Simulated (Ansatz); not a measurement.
# CCSDTQ/STO-3G run of SnS (SMILES [S][Sn])

What is the energy change on altering one bond length of SnS at CCSDTQ/STO-3G? 

Program for the calculation: Ansatz 0.2.0.

53 further runs of the same task are left out: 19 that didn't finish, 34 set aside as unsound or not needed.

### Step 1. The system as given

SnS has 2 atoms, charge 0, and is taken as a singlet. SMILES: `[S][Sn]`. The bond length is the measured one.

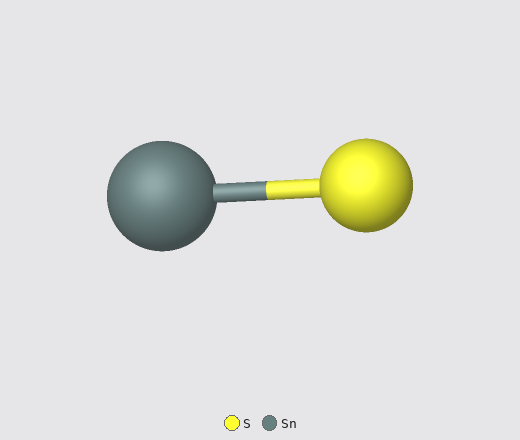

The structure, seen from a chosen angle (sulfur yellow, tin teal).

### Step 2. The energy at CCSDTQ/STO-3G

Contents of run.yaml:

```yaml
basis:
  gaussian:
    orbitals: STO-3G
crystal:
  periodic: [false, false, false]
  atoms:
    - symbol: S
      position_ang: [0.000000, 0.000000, 0.000000]
    - symbol: Sn
      position_ang: [0.000000, 0.000000, 2.209026]
scf:
  omitted_lower_state_checks: [cluster_reference, increment]
accuracy: high
correlation:
  method: ccsdtq
  frozen_orbitals: {S: 5, Sn: 18}
```

The run is started by

```sh
$ ansatz run run.yaml --threads 1 --pin off --max-ram 2610MiB --events-out events.jsonl --progress --plain --runs-dir runs
```

Log:

```text
Warning: RAYON_NUM_THREADS=1 ignored (pool sized by the plan → 1); use --threads N
Functional definition: HF
  name "HF"
  exchange = exact_x
  correlation = 0
these checks for a lower state are left out or cut short: cluster_reference, increment
635 factors; integrals over basis functions are off by at most 1.2e-8 eV
mean field evaluation 1: about -172964.7594 eV, gradient 2.2e1 eV
mean field evaluation 2: about -172964.7924 eV, gradient 2.2e1 eV
mean field evaluation 4: about -172967.7953 eV, gradient 1.6e0 eV
mean field evaluation 8: about -172967.8072 eV, gradient 2.4e-2 eV
mean field -172967.80718544 eV, -6356.4496722742 hartree, gradient 3.4e-8 eV, S^2 0.000000; 0 other end points of the search recorded, 0 dependent functions left out; unrestricted orbitals would lower it
23 core orbitals not correlated: weight in the atoms' cores, before any rotation towards them, 1.000 or more for the frozen orbitals, at most 0.000 for the correlated occupied ones
reference -172967.80718544 eV, -6356.4496722742 hartree; 10, 10 occupied and 3, 3 virtual orbitals, 635 factors
second order -2.55695593 eV of doubles, -0.00000000 eV of singles
cycle   1  -2.10644159 eV  change    4.5e-1 eV  update   2.4e-1
cycle   2  -2.67895372 eV  change   -5.7e-1 eV  update   2.2e-1
cycle   3  -2.82070405 eV  change   -1.4e-1 eV  update   4.1e-2
cycle   4  -2.86898316 eV  change   -4.8e-2 eV  update   2.0e-2
cycle   5  -2.86423350 eV  change    4.7e-3 eV  update   5.2e-3
cycle   6  -2.87152556 eV  change   -7.3e-3 eV  update   4.0e-3
cycle   7  -2.87105217 eV  change    4.7e-4 eV  update   7.4e-4
cycle   8  -2.87154758 eV  change   -5.0e-4 eV  update   3.2e-4
cycle   9  -2.87165043 eV  change   -1.0e-4 eV  update   9.6e-5
cycle  10  -2.87160312 eV  change    4.7e-5 eV  update   3.2e-5
cycle  11  -2.87166385 eV  change   -6.1e-5 eV  update   1.8e-5
cycle  12  -2.87164146 eV  change    2.2e-5 eV  update   1.1e-5
cycle  13  -2.87164356 eV  change   -2.1e-6 eV  update   3.1e-6
cycle  14  -2.87164361 eV  change   -4.9e-8 eV  update   1.3e-6
cycle  15  -2.87164330 eV  change    3.1e-7 eV  update   4.8e-7
cycle  16  -2.87164391 eV  change   -6.0e-7 eV  update   3.3e-7
cycle  17  -2.87164358 eV  change    3.2e-7 eV  update   2.0e-7
cycle  18  -2.87164357 eV  change    1.0e-8 eV  update   5.9e-8
cycle  19  -2.87164329 eV  change    2.8e-7 eV  update   1.1e-7
cycle  20  -2.87164308 eV  change    2.2e-7 eV  update   5.8e-8
cycle  21  -2.87164305 eV  change    2.9e-8 eV  update   1.6e-8
cycle  22  -2.87164303 eV  change    1.7e-8 eV  update   1.1e-8
cycle  23  -2.87164304 eV  change   -1.3e-8 eV  update   8.6e-9
cycle  24  -2.87164305 eV  change   -3.5e-9 eV  update   2.6e-9
cycle  25  -2.87164305 eV  change    2.1e-9 eV  update   2.2e-9
cycle  26  -2.87164305 eV  change   4.3e-10 eV  update  8.5e-10
Total energy: -172970.67882848 eV, -6356.5552032097 hartree
Checks for a lower state left out: cluster_reference, increment
```

It took 19 s on 1 thread of Arm Neoverse V1, shared host; peak memory 0.66 GiB.

### Step 3. The distorted shape at the same level

Contents of molecule.yaml:

```yaml
crystal:
  periodic: [false, false, false]
  atoms:
    - {symbol: S, position_ang: [0.000000, 0.000000, -0.552274]}
    - {symbol: Sn, position_ang: [0.000000, 0.000000, 2.209026]}
basis:
  gaussian:
    orbitals: STO-3G
scf:
  omitted_lower_state_checks: [cluster_reference, increment]
accuracy: high
correlation:
  method: ccsdtq
  frozen_orbitals: {S: 5, Sn: 18}
```

The run is started by

```sh
$ ansatz run molecule.yaml --threads 1 --pin off --max-ram 2610MiB --events-out events.jsonl --progress --plain --runs-dir runs
```

Log:

```text
Warning: RAYON_NUM_THREADS=1 ignored (pool sized by the plan → 1); use --threads N
[... 4 set-up lines as earlier in the session ...]
these checks for a lower state are left out or cut short: cluster_reference, increment
622 factors; integrals over basis functions are off by at most 1.1e-8 eV
mean field evaluation 1: about -172955.2247 eV, gradient 2.9e1 eV
mean field evaluation 2: about -172955.2515 eV, gradient 2.9e1 eV
mean field evaluation 4: about -172963.0873 eV, gradient 1.2e1 eV
mean field evaluation 8: about -172964.0468 eV, gradient 5.1e-1 eV
mean field evaluation 16: about -172964.0423 eV, gradient 1.8e-7 eV
mean field evaluation 32: about -172960.4318 eV, gradient 9.5e-1 eV
mean field evaluation 64: about -172963.7123 eV, gradient 4.2e0 eV
mean field evaluation 96: about -172963.1321 eV, gradient 7.3e0 eV
mean field -172964.04233359 eV, -6356.3113165209 hartree, gradient 6.8e-9 eV, S^2 0.000000; 7 other end points of the search recorded, 0 dependent functions left out; unrestricted orbitals would lower it
23 core orbitals not correlated: weight in the atoms' cores, before any rotation towards them, 1.000 or more for the frozen orbitals, at most 0.000 for the correlated occupied ones
reference -172964.04233359 eV, -6356.3113165209 hartree; 10, 10 occupied and 3, 3 virtual orbitals, 622 factors
second order -2.58651765 eV of doubles, -0.00000000 eV of singles
cycle   1  -1.93881300 eV  change    6.5e-1 eV  update   4.6e-1
cycle   2  -3.12120660 eV  change    -1.2e0 eV  update   6.2e-1
cycle   3  -3.90453572 eV  change   -7.8e-1 eV  update   2.6e-1
cycle   4  -4.16824542 eV  change   -2.6e-1 eV  update   4.7e-1
cycle   5  -3.90717968 eV  change    2.6e-1 eV  update   8.6e-2
cycle   6  -4.09041597 eV  change   -1.8e-1 eV  update   1.1e-1
cycle   7  -4.18776749 eV  change   -9.7e-2 eV  update   1.0e-1
cycle   8  -4.20117806 eV  change   -1.3e-2 eV  update   2.0e-2
cycle   9  -4.18889492 eV  change    1.2e-2 eV  update   8.2e-3
cycle  10  -4.21192277 eV  change   -2.3e-2 eV  update   8.9e-3
cycle  11  -4.20663708 eV  change    5.3e-3 eV  update   4.4e-3
cycle  12  -4.20717274 eV  change   -5.4e-4 eV  update   1.7e-3
cycle  13  -4.20695541 eV  change    2.2e-4 eV  update   2.1e-3
cycle  14  -4.20809810 eV  change   -1.1e-3 eV  update   1.7e-3
cycle  15  -4.20836811 eV  change   -2.7e-4 eV  update   1.9e-4
cycle  16  -4.20868387 eV  change   -3.2e-4 eV  update   1.2e-4
cycle  17  -4.20874474 eV  change   -6.1e-5 eV  update   2.1e-4
cycle  18  -4.20870650 eV  change    3.8e-5 eV  update   7.0e-5
cycle  19  -4.20871721 eV  change   -1.1e-5 eV  update   1.1e-4
cycle  20  -4.20874234 eV  change   -2.5e-5 eV  update   1.9e-5
cycle  21  -4.20874184 eV  change    5.0e-7 eV  update   4.7e-5
cycle  22  -4.20872672 eV  change    1.5e-5 eV  update   3.0e-5
cycle  23  -4.20872940 eV  change   -2.7e-6 eV  update   1.4e-5
cycle  24  -4.20873265 eV  change   -3.3e-6 eV  update   5.6e-6
cycle  25  -4.20873229 eV  change    3.6e-7 eV  update   2.5e-6
cycle  26  -4.20873255 eV  change   -2.6e-7 eV  update   5.8e-7
cycle  27  -4.20873241 eV  change    1.5e-7 eV  update   7.8e-7
cycle  28  -4.20873140 eV  change    1.0e-6 eV  update   2.9e-7
cycle  29  -4.20873136 eV  change    4.6e-8 eV  update   2.4e-7
cycle  30  -4.20873136 eV  change   -3.9e-9 eV  update   2.0e-7
cycle  31  -4.20873126 eV  change    1.0e-7 eV  update   1.6e-7
cycle  32  -4.20873101 eV  change    2.5e-7 eV  update   1.6e-7
cycle  33  -4.20873109 eV  change   -7.3e-8 eV  update   6.3e-8
cycle  34  -4.20873105 eV  change    4.0e-8 eV  update   6.4e-8
cycle  35  -4.20873100 eV  change    4.7e-8 eV  update   3.9e-8
cycle  36  -4.20873103 eV  change   -2.8e-8 eV  update   3.5e-8
cycle  37  -4.20873104 eV  change   -1.5e-8 eV  update   3.0e-8
cycle  38  -4.20873105 eV  change   -1.0e-8 eV  update   1.3e-8
cycle  39  -4.20873105 eV  change    5.9e-9 eV  update   8.1e-9
cycle  40  -4.20873104 eV  change    2.0e-9 eV  update   5.8e-9
cycle  41  -4.20873105 eV  change  -1.4e-10 eV  update   3.5e-9
cycle  42  -4.20873105 eV  change   -3.6e-9 eV  update   2.4e-9
cycle  43  -4.20873105 eV  change   8.1e-10 eV  update   1.2e-9
cycle  44  -4.20873105 eV  change  -5.4e-10 eV  update  8.3e-10
Total energy: -172968.25106464 eV, -6356.4659845341 hartree
Checks for a lower state left out: cluster_reference, increment
```

Wall time 25 s (1 thread of Arm Neoverse V1, shared host); peak memory 0.66 GiB.

### Step 4. Results

At CCSDTQ/STO-3G, 23 core orbitals frozen:

```
                                                          quantity           value
                                         first shape: total energy  -6356.55520 Eh
         first shape: correlation energy (23 core orbitals frozen)      -105.5 mEh
                                        first shape: T1 diagnostic           0.026
                                     distorted shape: total energy  -6356.46598 Eh
     distorted shape: correlation energy (23 core orbitals frozen)      -154.7 mEh
                                    distorted shape: T1 diagnostic           0.112
energy change with the S1–Sn2 bond stretched from 2.209 to 2.761 Å        2.428 eV
```

**Reading.** With the S1–Sn2 bond stretched from 2.209 to 2.761 Å the energy rises by 2.43 eV (234 kJ/mol). The first shape isn't relaxed at this level, so the change isn't measured from a minimum. The minimal basis adds a large error of its own. The restricted solution (first shape) is unstable to spin breaking: an unrestricted one lies lower. Relativity is left out (first shape) although the molecule holds a heavy atom. The restricted solution (distorted shape) is unstable to spin breaking: an unrestricted one lies lower. Relativity is left out (distorted shape) although the molecule holds a heavy atom.
